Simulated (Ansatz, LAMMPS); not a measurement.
# Squeezing and shearing glassy 83P2O5-17Al2O3 (mol %) (80 atoms), part 4 of 4

Aim: relax glassy 83P2O5-17Al2O3 (mol %) (80 atoms), then change its volume and shape to read moduli from the stress.

Ansatz 0.2.0; Kohn-Sham DFT, PBE, PAW (set soft_2), plane waves.

The cell: 20 P, 4 Al and 56 O. The quench rate of 6 K/ps is orders of magnitude faster than experiment. The starting topology of bonds comes from the classical model. The Brillouin zone is sampled at Γ only.

So far. Step 11 (Compressed by 1 % along x): The relaxation converged after 4 steps, 0.0815 eV below its start, with a largest force component of 0.044 eV/Å. Step 11 (Compressed by 1 % along x): Compressed by 1 % along x: the energy stands 0.0358 eV above that of the reference, at a pressure of 0.593 GPa.

## 12. Sheared by 2 % in xy

A shear of the relaxed cell gives the modulus that volume changes can't reach.

input.yaml

```yaml
crystal:
  lattice:
    - [10.39331, 0.04255, 0.31455]
    - [0.03828, 9.96639, 0.04967]
    - [0.31505, 0.05282, 10.33564]
  atoms:
    [... the 80 atom lines of step 4 ...]
kpoints:
  mp_grid: { grid: [1, 1, 1] }
hamiltonian:
  xc: pbe
scf:
  occupations: { method: fixed }
output:
  forces: true
  eigenvalues: true
  stress: true
relax:
  f_tol: 0.05
  max_steps: 70
```

Started as:

```sh
> ansatz run input.yaml --threads 4 --pin off --max-ram 8192MiB --backend cpu --events-out ev --progress --plain --runs-dir out
```

Numbers of over 12 decimals in the logs are rounded to 6 here.

The program printed:

```text
[...]
Crystal: 80 atoms, lattice volume = 1069.574 Å³
Basis set: ecut = 420 eV, 20923 PW (Γ), exchange–correlation on 144×144×144 points (8 copies of the dense FFT grid, shifted against one another)
Bands: 304, of which v1, the nominal top of the filled ones, is band 224 counted from 1 (223 counted from 0)
Symmetry: 1 space group operations
[...]
k-points: 1
[...]
SCF iter   1: F=—  HF=-49069.452416 eV  |F-HF|=—  |Δ(HF+E_count)|=         —  Δρ=3.27e-3  dr2=1.10e-1  ethr=1.77e-3  ⟨swp⟩=6.0  Hψ=1229  notcnv=0  defer=78
[...]
SCF iter   5: F=—  HF=-49069.457080 eV  |F-HF|=—  |Δ(HF+E_count)|=   9.04e-5  Δρ=1.41e-4  dr2=1.99e-4  ethr=1.60e-7  ⟨swp⟩=3.0  Hψ=461  notcnv=0  defer=78
SCF iter   6: F=-49069.457036 eV  HF=-49069.457038 eV  |F-HF|=2.66e-6  |Δ(HF+E_count)|=   4.15e-5  Δρ=3.99e-5  dr2=1.50e-5  ethr=1.40e-8  ⟨swp⟩=20.0  Hψ=2628  notcnv=0
SCF 1 converged in 6 iterations: F = -49069.457036 eV  dr2 = 1.50e-5
[...]
relax step   1: F+E_penalty+E_count = -49069.45703554 eV  Δ(F+E_penalty+E_count) = +0.000e0 eV  max|allowed force component| = 6.184e-1 eV/Å  Δτ_max = 0.0000 Å  (6 SCF iters, dr2 threshold 6.25e-5 eV, accepted)
[...]
relax step   2: F+E_penalty+E_count = -49069.51306151 eV  Δ(F+E_penalty+E_count) = -5.603e-2 eV  max|allowed force component| = 3.460e-1 eV/Å  Δτ_max = 0.0247 Å  (5 SCF iters, dr2 threshold 2.39e-5 eV, accepted)
[...]
relax step   3: F+E_penalty+E_count = -49069.54664859 eV  Δ(F+E_penalty+E_count) = -3.359e-2 eV  max|allowed force component| = 6.430e-2 eV/Å  Δτ_max = 0.0355 Å  (6 SCF iters, dr2 threshold 7.48e-6 eV, accepted)
relax step   4: F+E_penalty+E_count = -49069.48630998 eV  Δ(F+E_penalty+E_count) = +6.034e-2 eV  max|allowed force component| = 4.940e-1 eV/Å  Δτ_max = 0.1169 Å  (9 SCF iters, rejected (line search))
relax step   5: F+E_penalty+E_count = -49069.55281427 eV  Δ(F+E_penalty+E_count) = -6.166e-3 eV  max|allowed force component| = 5.893e-2 eV/Å  Δτ_max = 0.0255 Å  (9 SCF iters, accepted)
relax step   6: F+E_penalty+E_count = -49069.55123362 eV  Δ(F+E_penalty+E_count) = +1.581e-3 eV  max|allowed force component| = 1.327e-1 eV/Å  Δτ_max = 0.0329 Å  (9 SCF iters, rejected (line search))
[...]
relax step   7: F+E_penalty+E_count = -49069.55571818 eV  Δ(F+E_penalty+E_count) = -2.904e-3 eV  max|allowed force component| = 3.330e-2 eV/Å  Δτ_max = 0.0160 Å  (8 SCF iters, accepted)
SCF converged after 8 iterations
Free energy (F): -49069.555718 eV
[...]
Internal energy: -49069.555718 eV  (E = F + TS)
E sigma→0 (E₀):  -49069.555718 eV
Fermi energy:    3.009212 eV
[...]
Σ components = -49069.555718   (vs F -49069.555718, Δ=0.00e0)
--- Forces (eV/Å), atoms counted from 1 ---
  atom   1  P     -0.00081523    -0.01706848     0.00693079
  atom   2  P      0.00872020     0.00909398     0.01320623
  atom   3  P     -0.01467288     0.00247290    -0.01180632
  atom   4  P      0.00489410     0.01481096    -0.00491898
[...]
atom  80  O      0.01289378    -0.00275261     0.00327132
  max |Σ_I F_I| component: 4.86e-5 eV/Å
--- Stress (GPa, compression-positive) ---
       -0.110076      -0.517909      -0.089310
       -0.517917      -0.208727      -0.010225
       -0.089312      -0.010220      -0.005555
  P = ⅓ Tr σ = -0.1081 GPa (-1.081 kbar)
--- Band table (eV) ---
[...]
--- Relaxed structure (7 steps of the walk, 5 accepted, 0 SCFs on fresh bases) ---
  F+E_penalty+E_count = -49069.55571818 eV   max|allowed force component| = 3.330e-2 eV/Å
  atoms:
    - { symbol: P, position: [0.421063, 0.940938, 0.883234] }
    - { symbol: P, position: [0.163489, 0.864834, 0.017869] }
    - { symbol: P, position: [0.045166, 0.018323, 0.685022] }
    - { symbol: P, position: [0.733477, 0.691651, 0.219310] }
[...]
- { symbol: O, position: [0.299780, 0.191680, 0.640266] }
```

Run time: 60 s. Hardware: 4 threads of Intel Xeon Platinum 8259CL at 2.50GHz (Skylake/Cascade Lake), shared host; peak memory 1.3 GiB; 3.6 min of CPU time.

The relaxation converged after 7 steps, 0.0987 eV below its start, with a largest force component of 0.033 eV/Å.

Sheared by 2 % in xy: the energy stands 0.0267 eV above that of the reference, at a pressure of -0.108 GPa.

## 13. Pressure against volume

Atoms are relaxed at each volume, in the scaled cell.

| volume change (%) | volume (Å³/atom) | energy change (meV/atom) | pressure (GPa) | largest move on relaxing (Å) | bonds | gap (eV) |
| --- | --- | --- | --- | --- | --- | --- |
| -10 | 12.034 | 16.56 | 4.24 | 0.67 | 101 | 4.36 |
| -6 | 12.569 | 5.64 | 2.33 | 0.38 | 101 | 4.16 |
| -3 | 12.970 | 1.37 | 1.14 | 0.21 | 101 | 3.99 |
| +0 | 13.371 | 0.00 | 0.00 | - | 101 | 3.78 |
| +3 | 13.772 | 1.13 | -1.09 | 0.39 | 101 | 3.54 |
| +6 | 14.173 | 5.41 | -2.34 | 0.44 | 101 | 3.29 |

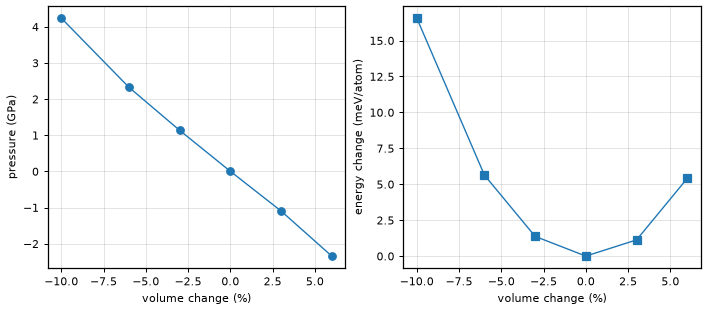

Pressure and energy against volume.

## 14. Uniaxial strain and shear

Stress (GPa, compression positive) less that of the relaxed cell, atoms relaxed:

| strain | xx | yy | zz | xy | energy change (meV/atom) |
| --- | --- | --- | --- | --- | --- |
| stretched by 1 % along x | -1.043 | -0.295 | -0.327 | -0.099 | 0.37 |
| compressed by 1 % along x | 1.080 | 0.337 | 0.352 | 0.088 | 0.45 |
| sheared by 2 % in xy | -0.124 | -0.201 | -0.011 | -0.516 | 0.33 |

## 15. Outcome

The bulk modulus, from the slope of pressure against ln V over the three points nearest the relaxed volume, is 37.2 GPa; between neighbouring points the slope runs 44, 38, 37, 37 and 43 GPa from the smallest volume up, without a steady fall, so no pressure derivative is given. At -10 % some atom moved by over 0.5 Å on relaxing, so that point may sit in another local minimum. The gap goes from 4.36 eV at the smallest volume to 3.29 eV at the largest, -6.5 eV per unit of ln V by a straight line, on the run's k-points. In the Cartesian axes of the cell, finite differences give C11 = 106, C12 = 31.6, C13 = 33.9 and C66 = 25.8 GPa (the shear of 2 % is the engineering strain, εxy = 0.01). The mean of C11, C12 and C13, which equals the bulk modulus in a cubic or isotropic solid, is 57.2 GPa: it lies 54 % over the bulk modulus from the volumes. For an isotropic solid C66 would equal (C11 − C12)/2 = 37.3 GPa; so small a sample needn't be isotropic, and C66 rests on one shear. With the bulk modulus and C66 as K and G, Young's modulus would be about 63 GPa and Poisson's ratio 0.22.

**Limits.** Strains are finite and relaxations stop at the force tolerance of the input, which can leave moduli too stiff; they are those of a static cell at zero temperature. Volumes are changed with the cell's shape held, so in an anisotropic solid the modulus lies over the one under free hydrostatic load. The program notes that the SCF threshold of the relaxations is loose for the stress.

The DFT runs together took 16 min of wall time.

[Logs are printed without paths, hosts, clocks, repeated set-up lines and the standing remarks that a program may print on its own settings, such as how far it seeks lower states.]

[Hosts, paths, dates, database ids (printed as entryN), source tags and the programs' standing remarks are cut or masked in the printed files.]
